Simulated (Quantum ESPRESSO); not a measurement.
# MgS (Niningerite): the LO frequency by hand

How high does the longitudinal optical mode of MgS (Niningerite) lie, given the transverse one, the Born charge and ε∞?

Calculated with Quantum ESPRESSO 7.5; DFT PBE, scalar-relativistic, plane waves, GBRV ultrasoft pseudopotentials.

## 1. The relaxed structure

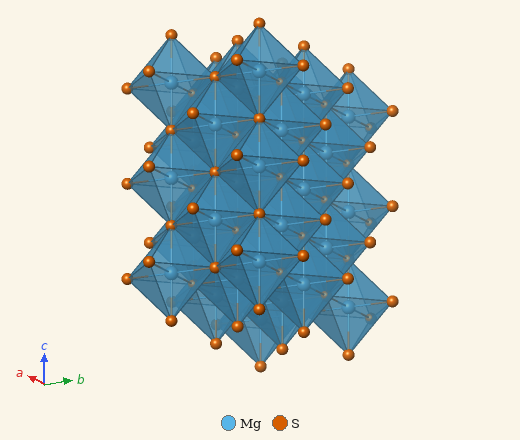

The starting structure, seen from a free direction (magnesium blue, sulfur orange). 2×1×2 cells are drawn. This picture shows the conventional cell, with its axes. Some periodic images of atoms are drawn too.

This is the cell after its relaxation at this level of theory, not the database cell from which that began.

## 2. What the response run gave

A linear-response run on the relaxed cell, with the response to an electric field; only its zone-centre results are used. Cutoff 55 Ry, k mesh 8×8×8.

Output:

```text
[banners, grids, parts of the stress and lines that vanish by symmetry left out]
Program PHONON v.7.5
     Reading xml data from directory:

[...]
Exchange-correlation= PBE
                           (   1   4   3   4   0   0   0)
[...]
kinetic-energy cut-off    =      55.0000  Ry
     charge density cut-off    =     440.0000  Ry
     convergence threshold     =      1.0E-18
[...]
Exchange-correlation= PBE
                           (   1   4   3   4   0   0   0)
[...]
q = (   0.0000000   0.0000000   0.0000000 )
     49 Sym.Ops. (with q -> -q+G )
     G cutoff = 1087.7037  (  37461 G-vectors)     FFT grid: ( 48, 48, 48)
     G cutoff =  543.8518  (  13323 G-vectors)  smooth grid: ( 36, 36, 36)
     number of k points=    29
[...]
Mode symmetry, O_h (m-3m)  point group:
[...]
Dielectric constant
[...]
End of electric fields calculation
          Dielectric constant in cartesian axis
          (       5.462154932      -0.000000000      -0.000000000 )
          (      -0.000000000       5.462154932       0.000000000 )
          (      -0.000000000       0.000000000       5.462154932 )
          Effective charges (d Force / dE) in cartesian axis without acoustic sum rule applied (asr)
           atom    1  Mg    Mean Z*:        2.34669
      Ex  (        2.34669        0.00000        0.00000 )
      Ey  (        0.00000        2.34669       -0.00000 )
      Ez  (        0.00000       -0.00000        2.34669 )
           atom    2  S     Mean Z*:       -2.35464
      Ex  (       -2.35464       -0.00000       -0.00000 )
      Ey  (       -0.00000       -2.35464        0.00000 )
      Ez  (       -0.00000        0.00000       -2.35464 )
          Effective charges Sum: Mean:       -0.00795
[...]
Effective charges (d Force / dE) in cartesian axis with asr applied:
           atom    1  Mg    Mean Z*:        2.35066
[...]
atom    2  S     Mean Z*:       -2.35066
[...]
Representation #   1 modes #   1   2   3
[...]
End of self-consistent calculation
     Convergence has been achieved
     Representation #   2 modes #   4   5   6
[...]
End of self-consistent calculation
     Convergence has been achieved
[...]
Dielectric constant in cartesian axis
          (       5.462154932      -0.000000000      -0.000000000 )
          (      -0.000000000       5.462154932       0.000000000 )
          (      -0.000000000       0.000000000       5.462154932 )
          Effective charges (d Force / dE) in cartesian axis without acoustic sum rule applied (asr)
           atom    1  Mg    Mean Z*:        2.34669
      Ex  (        2.34669        0.00000        0.00000 )
      Ey  (        0.00000        2.34669       -0.00000 )
      Ez  (        0.00000       -0.00000        2.34669 )
           atom    2  S     Mean Z*:       -2.35464
      Ex  (       -2.35464       -0.00000       -0.00000 )
      Ey  (       -0.00000       -2.35464        0.00000 )
      Ez  (       -0.00000        0.00000       -2.35464 )
          Effective charges Sum: Mean:       -0.00795
[...]
Effective charges (d Force / dE) in cartesian axis with asr applied:
           atom    1  Mg    Mean Z*:        2.35066
[...]
atom    2  S     Mean Z*:       -2.35066
[...]
q = (    0.000000000   0.000000000   0.000000000 )
[...]
freq (    1) =      -0.077762 [THz] =      -2.593854 [cm-1]
     freq (    2) =      -0.077762 [THz] =      -2.593854 [cm-1]
     freq (    3) =      -0.077762 [THz] =      -2.593854 [cm-1]
     freq (    4) =       6.746305 [THz] =     225.032526 [cm-1]
     freq (    5) =       6.746305 [THz] =     225.032526 [cm-1]
     freq (    6) =       6.746305 [THz] =     225.032526 [cm-1]
[...]
Mode symmetry, O_h (m-3m)  point group:
     freq (   1-   3) =         -2.6  [cm-1]   --> T_1u G_15  G_4- I
     freq (   4-   6) =        225.0  [cm-1]   --> T_1u G_15  G_4- I

   JOB DONE.
```

```csv
quantity,value
cell volume Ω (Å³),35.717
mass of Mg (u),24.305
mass of S (u),32.060
"Born charge of Mg, raw (e)",2.347
"Born charge of S, raw (e)",-2.355
ε∞,5.462
ω(TO) after the sum rule (cm⁻¹),225.1
```

## 3. The calculation

The charges must sum to zero over the cell; taking off their mean, -0.004 e, leaves Z* = 2.351 e on Mg. In the polar mode Mg moves against S, so the reduced mass is μ = 24.30 × 32.06 / 56.37 = 13.825 u.

A longitudinal wave builds up a field that adds to the restoring force: ω(LO)² = ω(TO)² + 4π Z*² / (μ Ω ε∞), in Hartree atomic units. With μ = 25201 electron masses and Ω = 241.03 bohr³ the second term is 2.0929e-06 Ha², or 100812 cm⁻² (1 Ha = 219474.6 cm⁻¹).

So ω(LO) = √(50648 + 100812) = 389.2 cm⁻¹, and by the Lyddane-Sachs-Teller relation ε₀ = ε∞ (ω(LO)/ω(TO))² = 16.33.

## 4. Check against the program

The analysis program adds the same non-analytic term to the full matrix, here for q along (1 0 0).

Output:

```text
[banner, memory and clock lines left out]
Program DYNMAT v.7.5

     Reading Dynamical Matrix from file g.dyn
     ...Force constants read
     ...epsilon and Z* read

     Polarizability (A^3 units)
     multiply by 0.402029 for Clausius-Mossotti correction
        12.682494   -0.000000   -0.000000
        -0.000000   12.682494    0.000000
        -0.000000    0.000000   12.682494

     IR activities are in (D/A)^2/amu units

# mode   [cm-1]    [THz]      IR
    1     -0.00   -0.0000    0.0000
    2     -0.00   -0.0000    0.0000
    3     -0.00   -0.0000    0.0000
    4    225.05    6.7468    9.2215
    5    225.05    6.7468    9.2215
    6    389.18   11.6673    9.2215
```

ε₀ comes from the program's run without a direction of q.

```csv
quantity,by hand,program
ω(LO) (cm⁻¹),389.2,389.2
ε₀,16.33,16.33
```

## 5. Outcome

```
TO mode                    : 225.1 cm⁻¹
LO mode                    : 389.2 cm⁻¹
static dielectric constant : 16.33
```

In words: The LO mode of MgS (Niningerite) lies at 389 cm⁻¹, 164 cm⁻¹ above the TO mode; the formula meets the program within 0.1 cm⁻¹, as it must for a cubic crystal with one polar mode. ω(LO)² − ω(TO)² goes with Z*²/ε∞: an error of 5 % in ε∞ would move the LO mode by 6.2 cm⁻¹, and semilocal functionals tend to overestimate ε∞. These are harmonic values at zero temperature, at the volume of this functional, for the structure held cubic; stability elsewhere in the zone is no part of this calculation.

[Host names and launcher messages were left out of these logs when they were recorded.]

[Logs are printed without paths, hosts, clocks, repeated set-up lines and the standing remarks that a program may print on its own settings, such as how far it seeks lower states.]

[Hosts, paths, dates, database ids (printed as entryN), source tags and the programs' standing remarks are cut or masked in the printed files.]
